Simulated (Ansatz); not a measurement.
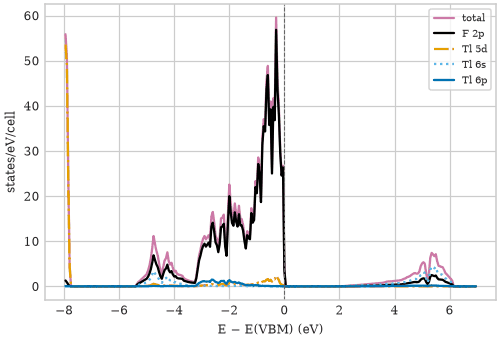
Fig. 1. Total and projected density of states of TlF₃ in space group Pnma (No. 62; Tl on 4c, F on 8d, F on 4c), the program Ansatz at the r²SCAN level (PAW)

Q: Which orbitals carry the states next to the gap?

A: Top 1 eV of the valence band: F 2p 96 %. Bottom 1 eV of the conduction band: Tl 6s 59 %, F 2p 24 %, F 2s 10 %, Tl 6p 5 %. Projections are on Löwdin-orthogonalised atomic valence shells; empty p or d shells of many metals are not among them.

Q: Where is the tallest occupied peak in this window, and what makes it?

A: Near -0.3 eV, about 60 states/eV per cell; the largest projected share is F 2p.

The first step of the workflow began from a Materials Project structure, measured or hypothetical; the Crystallography Open Database files this formula in space group No. 62, but the cells were not matched. Whether it is the stable phase at ambient conditions was not checked. The cell was relaxed with r²SCAN under the symmetry of its start; whether a distortion lowers the energy is not shown. Spin–orbit coupling is left out wherever it is not named.

Potentials: the later of the program's two PAW sets.
